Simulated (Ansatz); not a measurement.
Species, as SMILES: F[C](F)F, doublet.
Atoms: C1, F2, F3, F4. Bonds: C1-F2, C1-F3, C1-F4.

Basis-set convergence of the optimised C1-F2 bond length at HF with Ansatz (a program for electronic structure). All functions are spherical. The program fits the integrals of some runs and decomposes those of others, by size. Open shells are unrestricted. No added dispersion term, no relativity. Reference: the value in def2-QZVPP, 1.2918 Å, itself unsure by roughly 0.0001 Å (its distance from cc-pVQZ). Deviations are taken from unrounded values.

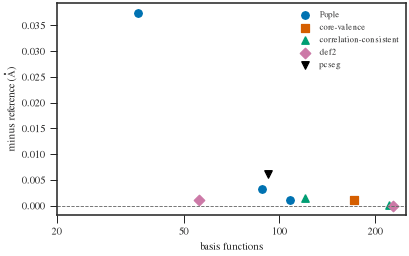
*Deviation from the reference against the number of basis functions, by family of sets.*

| basis | functions | optimised C1-F2 bond length (Å) | minus reference (Å) |
|---|---|---|---|
| 3-21G | 36 | 1.3292 | 0.0374 |
| def2-SVP | 56 | 1.2929 | 0.0011 |
| 6-311+G** | 88 | 1.2950 | 0.0033 |
| aug-pcseg-1 | 92 | 1.2979 | 0.0062 |
| 6-311++G(2d,2p) | 108 | 1.2928 | 0.0010 |
| cc-pVTZ | 120 | 1.2932 | 0.0015 |
| cc-pCVTZ | 172 | 1.2929 | 0.0011 |
| cc-pVQZ | 220 | 1.2919 | 0.0001 |
| def2-QZVPP | 228 | 1.2918 | 0.0000 |
